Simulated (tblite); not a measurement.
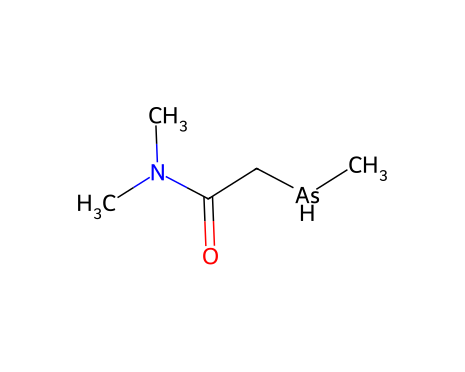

Simulated data, not a measurement (program: tblite).

Skeletal drawing of a molecule.

Q: Transcribe the drawing into SMILES.

A: C[AsH]CC(=O)N(C)C

Q: What is the molecular formula?

A: C5H12AsNO.

Q: An optimisation with GFN2-xTB gave a structure of which point group?

A: C1. Other conformers may differ.
